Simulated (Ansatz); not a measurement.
**Molecular dynamics, with input and output: CH$_{7}$B$_{2}$ClSi (part 4 of 4)**

Continued. System: CH$_{7}$B$_{2}$ClSi. Method: RKS revPBE/def2-SVP (Ansatz 0.2.0). It belongs to a series of runs on one base structure; here: dynamics from the highest image of the converged band.

Geometry of the input (Å):
```
C  -1.0818  -0.6228  1.4338
B  -0.5412  -0.5298  -0.0383
Si 1.3165  0.7691  -0.3759
B  -0.1417  -0.5175  -1.4888
Cl 0.1352  -0.5288  -3.2194
H  -1.2792  0.3583  1.9106
H  -0.3587  -1.1713  2.0724
H  -2.0284  -1.2042  1.4369
H  1.2146  2.1601  -0.9496
H  2.5628  0.1059  -0.8981
H  1.4873  0.8998  1.1174
H  -1.2086  0.2263  -0.9670
```

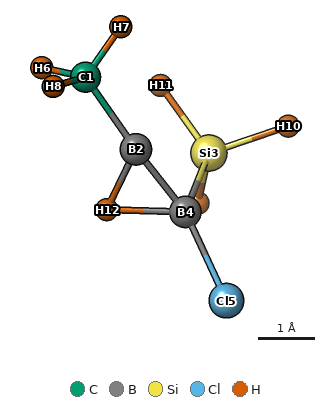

**Figure 1.** The geometry at step 162 of the log (ball-and-stick view, seen at a tilt; atoms are numbered from 1 in the order of the input).

**Trajectory as extended XYZ, continued**
```
12
Properties=species:S:1:pos:R:3:forces:R:3 step=119 time_fs=59.5 energy=-22890.75065 temperature=74.5
C    -1.1198   -0.7141    1.4076   -0.1168   0.1230  -0.1811
B    -0.6495   -0.5952   -0.0798   -0.4368  -0.1731   1.0173
Si    1.3760    0.8110   -0.4056    0.2577  -0.2598   0.1164
B    -0.0315   -0.3234   -1.4211    0.2135  -0.0532  -1.4173
Cl    0.0980   -0.5687   -3.2010   -0.0252   0.1321   0.5166
H    -1.3346    0.2656    1.8884    0.0289  -0.1137  -0.0351
H    -0.3332   -1.2351    1.9912   -0.1168  -0.0484   0.0789
H    -2.0578   -1.3157    1.4487    0.1376  -0.0095   0.0183
H     1.5801    2.1410   -1.0251   -0.0575   0.4839  -0.1838
H     2.6816    0.0756   -0.5118    0.0157  -0.1292  -0.0035
H     1.1054    1.0129    1.0579    0.0370   0.0995   0.0888
H    -1.1682    0.3709   -0.9153    0.0627  -0.0515  -0.0155
12
Properties=species:S:1:pos:R:3:forces:R:3 step=124 time_fs=62.0 energy=-22890.74528 temperature=70.5
C    -1.1287   -0.7153    1.4035    0.7150  -0.7789   0.1491
B    -0.6565   -0.5996   -0.0772   -0.1472  -0.3458   0.7158
Si    1.3804    0.8127   -0.4089    0.3085   0.1298  -0.0472
B    -0.0220   -0.3190   -1.4195    0.1448  -0.1998  -1.1257
Cl    0.0961   -0.5682   -3.1978   -0.0362   0.1411   0.4877
H    -1.3223    0.2623    1.8552   -0.1955   0.3215   0.3143
H    -0.3489   -1.2635    2.0227   -0.5029   0.4416  -0.4300
H    -2.0418   -1.3412    1.4550   -0.1740   0.0532  -0.0216
H     1.5905    2.1539   -1.0610   -0.1107   0.1169   0.0372
H     2.6889    0.0812   -0.5117    0.0063  -0.1303   0.0168
H     1.0949    1.0187    1.0548    0.0640   0.1160   0.0215
H    -1.1645    0.3540   -0.8954   -0.0722   0.1346  -0.1178
12
Properties=species:S:1:pos:R:3:forces:R:3 step=130 time_fs=65.0 energy=-22890.74383 temperature=69.2
C    -1.1354   -0.7212    1.3995    0.1156  -0.2350   0.2829
B    -0.6658   -0.6073   -0.0694    0.2727  -0.3364  -0.1516
Si    1.3866    0.8152   -0.4130    0.3757   0.5376  -0.2423
B    -0.0099   -0.3153   -1.4254   -0.1312  -0.3381  -0.2760
Cl    0.0938   -0.5673   -3.1929   -0.0343   0.1180   0.2948
H    -1.3223    0.2777    1.8374   -0.2333  -0.0957   0.2118
H    -0.4001   -1.2670    2.0315    0.1374   0.1957  -0.1169
H    -2.0359   -1.3664    1.4605   -0.2880   0.2281  -0.0938
H     1.5943    2.1764   -1.0998   -0.1376  -0.3178   0.2900
H     2.6978    0.0783   -0.5102   -0.0507  -0.0655   0.0376
H     1.0876    1.0346    1.0522    0.0914   0.1033  -0.0800
H    -1.1657    0.3443   -0.8807   -0.1179   0.2058  -0.1564
12
Properties=species:S:1:pos:R:3:forces:R:3 step=135 time_fs=67.5 energy=-22890.72651 temperature=56.1
C    -1.1402   -0.7276    1.3977   -0.8080   0.5136   0.1915
B    -0.6721   -0.6157   -0.0635    0.4776  -0.1488  -0.8622
Si    1.3926    0.8184   -0.4170    0.3569   0.5296  -0.2801
B    -0.0004   -0.3142   -1.4323   -0.4053  -0.3679   0.4557
Cl    0.0918   -0.5663   -3.1883   -0.0180   0.0775   0.0649
H    -1.3373    0.2865    1.8369   -0.1559  -0.5200   0.0078
H    -0.4362   -1.2567    2.0306    0.7921  -0.2588   0.4013
H    -2.0488   -1.3733    1.4593   -0.1450   0.3543  -0.1393
H     1.5887    2.1774   -1.1148   -0.0918  -0.3370   0.3039
H     2.7021    0.0713   -0.5065   -0.0789  -0.0070   0.0443
H     1.0873    1.0547    1.0454    0.0898   0.0765  -0.0937
H    -1.1737    0.3487   -0.8783   -0.0134   0.0878  -0.0940
12
Properties=species:S:1:pos:R:3:forces:R:3 step=141 time_fs=70.5 energy=-22890.76114 temperature=82.6
C    -1.1506   -0.7327    1.3971   -0.2706  -0.1171   0.5513
B    -0.6762   -0.6268   -0.0628    0.4936   0.1060  -1.1672
Si    1.4007    0.8236   -0.4225    0.2136   0.1224  -0.1386
B     0.0079   -0.3156   -1.4371   -0.6096  -0.3225   0.9615
Cl    0.0894   -0.5649   -3.1827    0.0105   0.0287  -0.1792
H    -1.3676    0.2618    1.8387   -0.1157  -0.0898   0.0938
H    -0.4266   -1.2592    2.0537    0.1196   0.0666  -0.1083
H    -2.0752   -1.3555    1.4473   -0.0275   0.1852  -0.1025
H     1.5755    2.1553   -1.1109    0.0208   0.0598   0.0639
H     2.7015    0.0622   -0.4988   -0.0401   0.0231   0.0325
H     1.0937    1.0847    1.0307    0.0569   0.0393  -0.0083
H    -1.1834    0.3599   -0.8822    0.1484  -0.1019   0.0012
12
Properties=species:S:1:pos:R:3:forces:R:3 step=146 time_fs=73.0 energy=-22890.75584 temperature=78.7
C    -1.1609   -0.7372    1.3993    0.4323  -0.6080   0.4998
B    -0.6767   -0.6355   -0.0690    0.3354   0.2278  -0.7784
Si    1.4081    0.8283   -0.4275    0.0468  -0.2547   0.0506
B     0.0112   -0.3187   -1.4355   -0.5883  -0.2522   0.9284
Cl    0.0874   -0.5638   -3.1783    0.0316   0.0065  -0.2803
H    -1.4005    0.2337    1.8460   -0.0637   0.4221   0.2046
H    -0.4071   -1.2594    2.0690   -0.5218   0.3023  -0.5223
H    -2.1000   -1.3283    1.4306   -0.0366  -0.1321  -0.0300
H     1.5654    2.1393   -1.1026    0.1065   0.4320  -0.1868
H     2.6984    0.0561   -0.4902    0.0333   0.0212   0.0087
H     1.1030    1.1124    1.0176    0.0255   0.0068   0.0759
H    -1.1828    0.3636   -0.8860    0.1990  -0.1717   0.0299
12
Properties=species:S:1:pos:R:3:forces:R:3 step=151 time_fs=75.5 energy=-22890.76902 temperature=88.7
C    -1.1696   -0.7442    1.4038    0.0453   0.0847  -0.0900
B    -0.6753   -0.6430   -0.0793    0.0839   0.2240   0.0474
Si    1.4155    0.8325   -0.4323   -0.0721  -0.2417   0.1223
B     0.0113   -0.3232   -1.4289   -0.3802  -0.1693   0.5155
Cl    0.0855   -0.5626   -3.1743    0.0442   0.0047  -0.2733
H    -1.4364    0.2266    1.8636    0.1415   0.1727  -0.0285
H    -0.4144   -1.2443    2.0571   -0.3034  -0.0349  -0.1679
H    -2.1262   -1.3084    1.4120    0.0764  -0.3051   0.0345
H     1.5614    2.1471   -1.1045    0.1282   0.3885  -0.2323
H     2.6972    0.0512   -0.4811    0.0896   0.0250  -0.0201
H     1.1139    1.1404    1.0086    0.0127  -0.0294   0.0907
H    -1.1707    0.3577   -0.8883    0.1339  -0.1193   0.0017
12
Properties=species:S:1:pos:R:3:forces:R:3 step=157 time_fs=78.5 energy=-22890.74282 temperature=68.6
C    -1.1804   -0.7516    1.4081   -0.9149   1.0019  -0.9704
B    -0.6732   -0.6505   -0.0909   -0.1973   0.0720   1.1284
Si    1.4243    0.8371   -0.4378   -0.1053   0.2037   0.0458
B     0.0089   -0.3298   -1.4177    0.0163  -0.0688  -0.2015
Cl    0.0832   -0.5611   -3.1702    0.0491   0.0143  -0.1837
H    -1.4673    0.2284    1.8808    0.3319  -0.2732  -0.3107
H    -0.4405   -1.2333    2.0352    0.3880  -0.5837   0.5292
H    -2.1499   -1.3072    1.3926    0.3008  -0.2714   0.0908
H     1.5661    2.1824   -1.1229    0.0834  -0.1432  -0.0270
H     2.7025    0.0476   -0.4719    0.0808   0.0615  -0.0504
H     1.1280    1.1716    1.0043    0.0204  -0.0736   0.0109
H    -1.1471    0.3424   -0.8914   -0.0531   0.0606  -0.0615
12
Properties=species:S:1:pos:R:3:forces:R:3 step=162 time_fs=81.0 energy=-22890.74557 temperature=70.6
C    -1.1935   -0.7531    1.4070   -0.2093   0.3144  -0.8372
B    -0.6724   -0.6562   -0.0941   -0.3141  -0.0484   1.6264
Si    1.4313    0.8412   -0.4423   -0.0799   0.4377  -0.0038
B     0.0068   -0.3357   -1.4092    0.2834   0.0061  -0.6228
Cl    0.0815   -0.5599   -3.1671    0.0517   0.0131  -0.1196
H    -1.4731    0.2165    1.8774    0.2162  -0.0027  -0.1597
H    -0.4449   -1.2563    2.0441   -0.0840  -0.2062   0.0982
H    -2.1519   -1.3243    1.3820    0.2248  -0.2243   0.0991
H     1.5758    2.2052   -1.1412    0.0415  -0.4681   0.1099
H     2.7121    0.0485   -0.4674    0.0266   0.1007  -0.0655
H     1.1411    1.1929    1.0018    0.0234  -0.0982  -0.0544
H    -1.1299    0.3328   -0.8975   -0.1804   0.1759  -0.0707
12
Properties=species:S:1:pos:R:3:forces:R:3 step=168 time_fs=84.0 energy=-22890.75938 temperature=81.4
C    -1.2101   -0.7534    1.4005    0.7676  -0.7698  -0.3756
B    -0.6738   -0.6634   -0.0864   -0.2604  -0.0111   1.3428
Si    1.4395    0.8474   -0.4477   -0.0622   0.2660   0.0209
B     0.0063   -0.3428   -1.4034    0.3092   0.0870  -0.5710
Cl    0.0795   -0.5584   -3.1637    0.0594  -0.0130  -0.1186
H    -1.4650    0.2054    1.8631   -0.0457   0.4232   0.1381
H    -0.4595   -1.2965    2.0591   -0.5764   0.3656  -0.4674
H    -2.1388   -1.3620    1.3768   -0.0428  -0.0972   0.0577
H     1.5907    2.1978   -1.1554    0.0235  -0.3759   0.0611
H     2.7255    0.0575   -0.4671   -0.0193   0.1084  -0.0675
H     1.1585    1.2109    0.9949    0.0032  -0.0961  -0.0406
H    -1.1229    0.3341   -0.9096   -0.1562   0.1128   0.0201
12
Properties=species:S:1:pos:R:3:forces:R:3 step=173 time_fs=86.5 energy=-22890.78918 temperature=104.2
C    -1.2204   -0.7571    1.3927    0.2774  -0.3878  -0.1364
B    -0.6765   -0.6694   -0.0719   -0.0650   0.1328   0.4796
Si    1.4462    0.8531   -0.4521   -0.0990  -0.1702   0.1060
B     0.0076   -0.3482   -1.4019    0.1136   0.1456  -0.1168
Cl    0.0779   -0.5572   -3.1610    0.0655  -0.0489  -0.1711
H    -1.4593    0.2186    1.8573   -0.0927  -0.0162   0.0105
H    -0.5040   -1.3108    2.0462   -0.0402   0.2020  -0.1286
H    -2.1290   -1.3995    1.3763   -0.1387   0.1582  -0.0111
H     1.6048    2.1678   -1.1636    0.0360   0.0399  -0.1347
H     2.7358    0.0719   -0.4713   -0.0056   0.0639  -0.0558
H     1.1732    1.2196    0.9866   -0.0263  -0.0681   0.0326
H    -1.1270    0.3425   -0.9187   -0.0251  -0.0513   0.1258
12
Properties=species:S:1:pos:R:3:forces:R:3 step=178 time_fs=89.0 energy=-22890.75314 temperature=76.6
C    -1.2296   -0.7626    1.3842   -0.5729   0.2966  -0.0030
B    -0.6795   -0.6746   -0.0548    0.2017   0.2559  -0.5458
Si    1.4527    0.8585   -0.4563   -0.1562  -0.5299   0.1625
B     0.0096   -0.3528   -1.4011   -0.0993   0.1799   0.4146
Cl    0.0764   -0.5560   -3.1587    0.0631  -0.0809  -0.2173
H    -1.4591    0.2308    1.8520   -0.0993  -0.4741  -0.1468
H    -0.5496   -1.3145    2.0273    0.7073  -0.2227   0.4782
H    -2.1271   -1.4278    1.3751   -0.1584   0.3787  -0.0868
H     1.6210    2.1399   -1.1796    0.0400   0.4066  -0.2920
H     2.7459    0.0900   -0.4788    0.0342  -0.0056  -0.0363
H     1.1865    1.2243    0.9801   -0.0471  -0.0299   0.0851
H    -1.1327    0.3481   -0.9205    0.0868  -0.1744   0.1876
12
Properties=species:S:1:pos:R:3:forces:R:3 step=184 time_fs=92.0 energy=-22890.75147 temperature=75.2
C    -1.2436   -0.7680    1.3745   -0.1041  -0.3708   0.7414
B    -0.6816   -0.6791   -0.0385    0.4738   0.2736  -1.3875
Si    1.4600    0.8636   -0.4609   -0.1456  -0.3886   0.0053
B     0.0114   -0.3570   -1.3969   -0.1726   0.1733   0.7465
Cl    0.0748   -0.5548   -3.1563    0.0440  -0.0935  -0.1833
H    -1.4676    0.2136    1.8367   -0.2062  -0.0970   0.0593
H    -0.5562   -1.3312    2.0355    0.2594   0.1223   0.0763
H    -2.1378   -1.4332    1.3669   -0.2158   0.3329  -0.1143
H     1.6431    2.1357   -1.2200   -0.0297   0.2644  -0.1385
H     2.7607    0.1110   -0.4905    0.0423  -0.0641  -0.0112
H     1.1987    1.2277    0.9785   -0.0410   0.0077   0.0437
H    -1.1332    0.3416   -0.9082    0.0956  -0.1601   0.1623
12
Properties=species:S:1:pos:R:3:forces:R:3 step=189 time_fs=94.5 energy=-22890.75095 temperature=74.9
C    -1.2561   -0.7742    1.3701    0.5657  -0.9799   1.1202
B    -0.6805   -0.6812   -0.0329    0.5086   0.1788  -1.4043
Si    1.4658    0.8669   -0.4647   -0.0621  -0.0203  -0.2151
B     0.0118   -0.3595   -1.3892   -0.0338   0.1424   0.5974
Cl    0.0736   -0.5540   -3.1547    0.0192  -0.0775  -0.0542
H    -1.4875    0.1914    1.8268   -0.2390   0.3804   0.2630
H    -0.5427   -1.3393    2.0497   -0.3799   0.4541  -0.4024
H    -2.1605   -1.4162    1.3528   -0.2253   0.1153  -0.0838
H     1.6597    2.1494   -1.2629   -0.1225  -0.1306   0.1597
H     2.7755    0.1248   -0.5011   -0.0143  -0.0687   0.0057
H     1.2063    1.2309    0.9801   -0.0162   0.0259  -0.0473
H    -1.1276    0.3261   -0.8875   -0.0003  -0.0200   0.0611
12
Properties=species:S:1:pos:R:3:forces:R:3 step=195 time_fs=97.5 energy=-22890.76956 temperature=89.1
C    -1.2679   -0.7872    1.3718    0.0594  -0.0338   0.6735
B    -0.6758   -0.6825   -0.0359    0.2254  -0.0012  -0.6113
Si    1.4726    0.8708   -0.4699    0.0171   0.1684  -0.3295
B     0.0123   -0.3614   -1.3759    0.2762   0.1355  -0.0262
Cl    0.0721   -0.5532   -3.1529   -0.0060  -0.0410   0.1693
H    -1.5279    0.1886    1.8323    0.0133  -0.0199  -0.0057
H    -0.5520   -1.3183    2.0405   -0.1991   0.0205   0.0005
H    -2.2035   -1.3870    1.3296    0.0189  -0.0494  -0.0199
H     1.6698    2.1553   -1.3014   -0.1831  -0.3527   0.3490
H     2.7916    0.1360   -0.5133   -0.1008  -0.0543   0.0196
H     1.2142    1.2368    0.9780    0.0103   0.0420  -0.1117
H    -1.1218    0.3070   -0.8589   -0.1317   0.1858  -0.1077
12
Properties=species:S:1:pos:R:3:forces:R:3 step=200 time_fs=100.0 energy=-22890.74668 temperature=71.6
C    -1.2773   -0.7986    1.3770   -0.7189   0.9097  -0.1892
B    -0.6704   -0.6835   -0.0423   -0.1820  -0.1188   0.3068
Si    1.4783    0.8744   -0.4750   -0.0074  -0.0054  -0.2447
B     0.0143   -0.3621   -1.3649    0.4986   0.1932  -0.6605
Cl    0.0709   -0.5526   -3.1510   -0.0104  -0.0159   0.3311
H    -1.5618    0.1875    1.8380    0.2274  -0.3464  -0.2194
H    -0.5725   -1.2983    2.0321    0.3028  -0.5492   0.6283
H    -2.2388   -1.3652    1.3088    0.2849  -0.1272   0.0472
H     1.6667    2.1392   -1.3122   -0.1618  -0.1738   0.2486
H     2.7990    0.1416   -0.5223   -0.1181  -0.0607   0.0251
H     1.2213    1.2445    0.9695    0.0147   0.0569  -0.0767
H    -1.1246    0.3021   -0.8412   -0.1297   0.2376  -0.1965
```

**Key numbers**

- outcome: finished
- mean temperature over the second half: 75 K
- trajectory: 200 steps, 100 fs
- ensemble: nve
- temperature in the input: 100.0 K
- time step: 0.5 fs
- potential energy (last step): −22890.7467 eV
- mean-field energy (last step): −22890.7467 eV
- largest force (length of the vector) (last step): 1.175 eV/Å
- wall time: 4.5 min (CPU time 8.7 min)
- peak memory: 0.16 GiB

**Notes**

So short a trajectory is not equilibrated.
